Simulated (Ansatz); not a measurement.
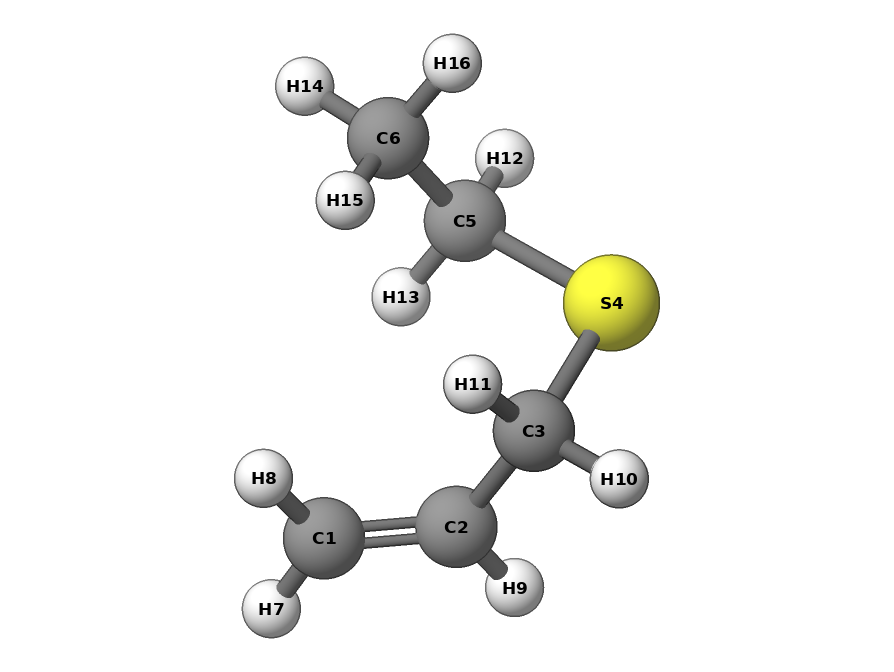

Atoms carry their numbers in the input. The computed structure is the end point of a PBE-D4/def2-SVP optimisation. No frequency run is at hand to confirm it as a minimum.

Give the bond lengths.

| bond | length (Å) | order |
| --- | --- | --- |
| C1–C2 | 1.346 | double |
| C1–H7 | 1.101 | single |
| C1–H8 | 1.103 | single |
| C2–C3 | 1.495 | single |
| C2–H9 | 1.105 | single |
| C3–S4 | 1.845 | single |
| C3–H10 | 1.110 | single |
| C3–H11 | 1.110 | single |
| S4–C5 | 1.831 | single |
| C5–C6 | 1.525 | single |
| C5–H12 | 1.110 | single |
| C5–H13 | 1.111 | single |
| C6–H14 | 1.110 | single |
| C6–H15 | 1.109 | single |
| C6–H16 | 1.108 | single |
